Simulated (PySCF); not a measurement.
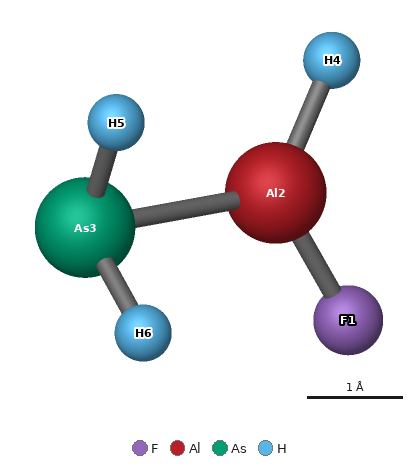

The structure as given in the input (ball-and-stick view, seen at a tilt; atoms are numbered from 1 in the order of the input). Sticks mark near contacts.

## AlAsH3F: frequency calculation

The run: frequency calculation of AlAsH3F, SMILES [F][AlH][AsH2]. Method and program: HF/cc-pV(D+d)Z, RHF (PySCF 2.14.0).

The geometry was optimised with HF/cc-pV(D+d)Z symmetrised. Figures and captions count atoms from 1; the log counts them from 0 in places.

The program's output:
```
PySCF version 2.14.0

[INPUT] num. atoms = 6
[INPUT] num. electrons = 58
[INPUT] charge = 0
[INPUT] spin (= nelec alpha-beta = 2S) = 0
[INPUT] symmetry False subgroup None
[INPUT] Mole.unit = angstrom
[INPUT] Symbol           X                Y                Z      unit          X                Y                Z       unit  Magmom
[INPUT]  1 F     -0.559699000000  -2.167605000000   1.086879000000 AA   -1.057677822193  -4.096179796238   2.053903640541 Bohr   0.0
[INPUT]  2 Al    -0.219625000000  -1.353316000000  -0.314246000000 AA   -0.415031100108  -2.557396599992  -0.593838875740 Bohr   0.0
[INPUT]  3 As     0.192278000000   1.040284000000  -0.138569000000 AA    0.363352759779   1.965851851767  -0.261857459355 Bohr   0.0
[INPUT]  4 H     -0.274392000000  -2.179360000000  -1.647107000000 AA   -0.518525730772  -4.118393526832  -3.112581127854 Bohr   0.0
[INPUT]  5 H      1.293568000000   1.029726000000  -1.177677000000 AA    2.444489243501   1.945900123344  -2.225486993199 Bohr   0.0
[INPUT]  6 H      1.117243000000   0.907355000000   1.050499000000 AA    2.111283284587   1.714652447755   1.985155404129 Bohr   0.0

nuclear repulsion = 217.010353829602
number of shells = 15
number of NR pGTOs = 170
number of NR cGTOs = 79
basis = cc-pv(d+d)z
ecp = {}

******** <class 'pyscf.scf.hf.RHF'> ********
method = RHF
initial guess = minao
damping factor = 0
level_shift factor = 0
DIIS = <class 'pyscf.scf.diis.CDIIS'>
diis_start_cycle = 1
diis_space = 8
diis_damp = 0
SCF conv_tol = 1e-09
SCF conv_tol_grad = None
SCF max_cycles = 50
direct_scf = True
direct_scf_tol = 1e-13
Set gradient conv threshold to 3.16228e-05
Initial guess from minao.
init E= -2576.37520770216
  HOMO = -0.267250090974572  LUMO = 0.0165550421269138  gap/eV = 7.72273
cycle= 1 E= -2577.28857283426  delta_E= -0.913  |g|= 0.536  |ddm|= 3.65
  HOMO = -0.359285365776163  LUMO = 0.0366747214178824  gap/eV = 10.77462
cycle= 2 E= -2577.33999838967  delta_E= -0.0514  |g|= 0.351  |ddm|=  1.4
  HOMO = -0.355344556103477  LUMO = 0.0470330006812727  gap/eV = 10.94925
cycle= 3 E= -2577.36004628041  delta_E= -0.02  |g|= 0.0368  |ddm|= 0.423
  HOMO = -0.353886170556992  LUMO = 0.0526406129907819  gap/eV = 11.06216
cycle= 4 E= -2577.36096300603  delta_E= -0.000917  |g|= 0.00794  |ddm|= 0.148
  HOMO = -0.354194235477407  LUMO = 0.0513324835478564  gap/eV = 11.03494
cycle= 5 E= -2577.36101461816  delta_E= -5.16e-05  |g|= 0.00208  |ddm|= 0.0379
  HOMO = -0.354692386584658  LUMO = 0.0513246774391245  gap/eV = 11.04829
cycle= 6 E= -2577.36101894326  delta_E= -4.33e-06  |g|= 0.000569  |ddm|= 0.0115
  HOMO = -0.354639108111929  LUMO = 0.0513013678601313  gap/eV = 11.04620
cycle= 7 E= -2577.36101928504  delta_E= -3.42e-07  |g|= 0.000162  |ddm|= 0.00343
  HOMO = -0.354663968118307  LUMO = 0.0513004735099427  gap/eV = 11.04686
cycle= 8 E= -2577.36101931513  delta_E= -3.01e-08  |g|= 4.24e-05  |ddm|= 0.00102
  HOMO = -0.354660300741128  LUMO = 0.0513034651260762  gap/eV = 11.04684
cycle= 9 E= -2577.36101931748  delta_E= -2.36e-09  |g|= 1.09e-05  |ddm|= 0.000252
  HOMO = -0.354660993380405  LUMO = 0.0513025435416612  gap/eV = 11.04683
cycle= 10 E= -2577.36101931763  delta_E= -1.47e-10  |g|= 2.97e-06  |ddm|= 5.96e-05
  HOMO = -0.354660962877976  LUMO = 0.0513026852635941  gap/eV = 11.04683
```

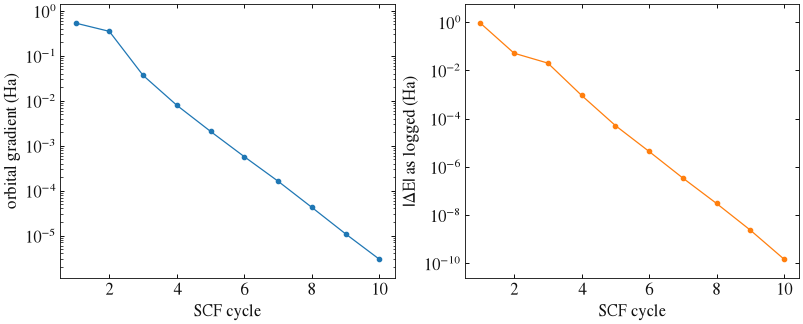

Convergence of the self-consistent field: orbital gradient and size of the energy change against the SCF cycle. The residual falls at every step.

```
Extra cycle  E= -2577.36101931764  delta_E= -1.18e-11  |g|= 1.46e-06  |ddm|= 1.17e-05
converged SCF energy = -2577.36101931764
E(HF) = -2577.361019318
Mode                                 0                   1                   2
Irrep
Freq [cm^-1]                      106.9121            157.8803            345.6193
Reduced mass [au]                   1.2832              6.0943              6.9702
Force const [Dyne/A]                0.0086              0.0895              0.4906
Char temp [K]                     153.8226            227.1545            497.2692
Normal mode                   x     y     z       x     y     z       x     y     z
       0   F                -0.05  0.06 -0.00    0.05  0.16  0.03   -0.00 -0.02  0.04
       1  Al                 0.05 -0.01 -0.02   -0.01 -0.01 -0.08   -0.03 -0.14 -0.05
       2  As                -0.01 -0.01  0.02   -0.01 -0.04  0.02    0.01  0.06  0.01
       3   H                 0.14 -0.08  0.02   -0.06 -0.10 -0.02    0.02 -0.29  0.05
       4   H                -0.42  0.17 -0.42    0.13  0.06  0.16    0.04  0.12  0.04
       5   H                 0.47 -0.10 -0.36   -0.17 -0.14  0.13   -0.01 -0.11  0.01
Mode                                 3                   4                   5
Irrep
Freq [cm^-1]                      411.4138            586.8035            598.8309
Reduced mass [au]                   1.1235              1.1729              1.1341
Force const [Dyne/A]                0.1120              0.2380              0.2396
Char temp [K]                     591.9328            844.2796            861.5843
Normal mode                   x     y     z       x     y     z       x     y     z
       0   F                -0.03  0.01  0.00   -0.02 -0.01 -0.01   -0.00  0.03  0.01
       1  Al                 0.05 -0.03 -0.00    0.06  0.00  0.01    0.01 -0.05 -0.02
       2  As                 0.00 -0.00  0.00   -0.01  0.01 -0.00   -0.00  0.01  0.01
       3   H                -0.68  0.15 -0.09   -0.53 -0.02  0.05   -0.05  0.27 -0.22
       4   H                -0.00  0.41  0.01    0.06 -0.30  0.05   -0.06 -0.78 -0.07
       5   H                -0.02  0.47  0.05   -0.00 -0.68 -0.06    0.09  0.37 -0.03
Mode                                 6                   7                   8
Irrep
Freq [cm^-1]                      713.5354            851.5080           1075.1676
Reduced mass [au]                   1.1183             12.0513              1.0226
Force const [Dyne/A]                0.3355              5.1483              0.6965
Char temp [K]                    1026.6186           1225.1305           1546.9268
Normal mode                   x     y     z       x     y     z       x     y     z
       0   F                -0.01 -0.01  0.06    0.03  0.08 -0.14   -0.00  0.00 -0.00
       1  Al                -0.00 -0.02 -0.01   -0.03 -0.07  0.10    0.00 -0.00  0.00
       2  As                 0.00  0.00 -0.01    0.00  0.00 -0.00    0.01  0.00  0.00
       3   H                 0.19  0.70 -0.46    0.03  0.15 -0.03   -0.02  0.00 -0.00
       4   H                 0.03  0.24  0.03    0.02  0.08  0.02   -0.49 -0.03 -0.50
       5   H                -0.03 -0.31 -0.01    0.00 -0.09 -0.01   -0.56 -0.08  0.41
Mode                                 9                  10                  11
Irrep
Freq [cm^-1]                     2031.3557           2323.1514           2334.1557
Reduced mass [au]                   1.0440              1.0202              1.0208
Force const [Dyne/A]                2.5382              3.2442              3.2768
Char temp [K]                    2922.6685           3342.4977           3358.3304
Normal mode                   x     y     z       x     y     z       x     y     z
       0   F                -0.00 -0.00  0.00    0.00 -0.00 -0.00   -0.00  0.00 -0.00
       1  Al                -0.00 -0.02 -0.03   -0.00  0.00  0.00    0.00 -0.00  0.00
       2  As                -0.00  0.00  0.00   -0.01 -0.00  0.01    0.01 -0.00  0.01
       3   H                 0.03  0.52  0.83    0.00 -0.01 -0.01   -0.00  0.00 -0.00
       4   H                 0.01 -0.00 -0.01    0.71  0.02 -0.69    0.07 -0.00 -0.04
       5   H                -0.00 -0.00  0.00    0.03 -0.00  0.07   -0.59  0.06 -0.79
temperature 200.0000 [K]
pressure 101325.00 [Pa]
Rotational constants [GHz] 19.62307 2.04162 1.87686
Symmetry number 1
Zero-point energy (ZPE) 0.02628 [Eh]   69002.598 [J/mol]
                           tot       elec      trans        rot        vib
Entropy [J/mol/K]       288.265      0.000    160.556    103.223     24.486
Cv [J/mol/K]             56.209      0.000     12.472     12.472     31.266
Cp [J/mol/K]             64.524      0.000     20.786     12.472     31.266
Internal energy [J/mol]                      2494.338   2494.338  71926.042
Internal energy [Eh]   -2577.33172  -2577.36102
Enthalpy [J/mol]                             4157.230   2494.338  71926.042
Enthalpy [Eh]          -2577.33109
Gibbs free energy [J/mol]                  -27953.951 -18150.272  67028.865
Gibbs free energy [Eh] -2577.35305
```

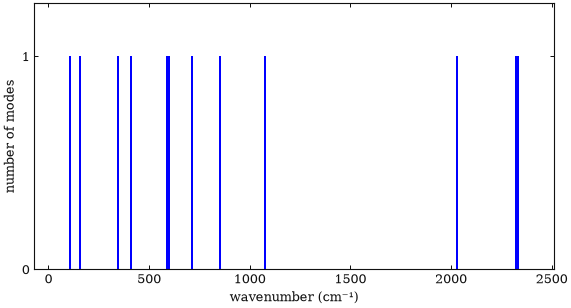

Harmonic vibrational wavenumbers from the force constants; neighbouring modes closer than 10 cm⁻¹ are counted in one stick. 12 modes from 107 to 2334 cm⁻¹, none imaginary.

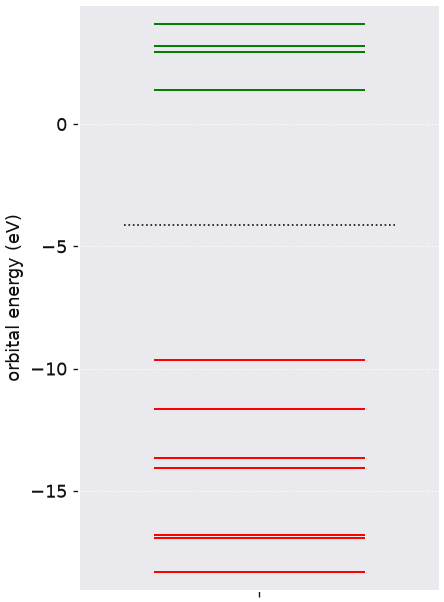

Orbital energies near the frontier; the dotted line parts filled from empty levels, and levels within 0.02 eV of each other stand side by side. Highest filled −9.65 eV, lowest empty 1.40 eV, 11.05 eV apart.

The run was set up as follows.

Input (run.py):
```python
# [F][AlH][AsH2]
from pyscf import gto, symm
from pyscf.hessian import thermo

system = gto.M(
    atom='geometry.xyz',
    spin=0,
    verbose=4,
    max_memory=1860,
    basis='cc-pv(d+d)z',
)

mf = system.RHF()
mf.kernel()

etot = mf.e_tot
print('E(%s) = %.9f' % ('HF', etot))
hess = mf.Hessian().kernel()
modes = thermo.harmonic_analysis(system, hess)
thermo.dump_normal_mode(system, modes)
symm.geom.TOLERANCE = 1e-3  # for the symmetry number
th = thermo.thermo(mf, modes['freq_au'], 200, 101325)
thermo.dump_thermo(system, th)
```

File geometry.xyz:
```
6

F     -0.559699    -2.167605     1.086879
Al    -0.219625    -1.353316    -0.314246
As     0.192278     1.040284    -0.138569
H     -0.274392    -2.179360    -1.647107
H      1.293568     1.029726    -1.177677
H      1.117243     0.907355     1.050499
```

Launched with:
```bash
OMP_NUM_THREADS=1 python run.py
```

Key numbers:

```csv
quantity,value
outcome,converged
total energy,−2577.361019 hartree
basis functions,79
HOMO,−9.65 eV
LUMO,1.40 eV
zero-point energy,0.026282 hartree
dipole moment,1.57 D
"wavenumbers, lowest and highest",107 and 2334 cm⁻¹
hardware,"1 thread of Arm Neoverse V1, 24 GiB of memory available, shared host"
wall time,66 s
peak memory,0.17 GiB
```
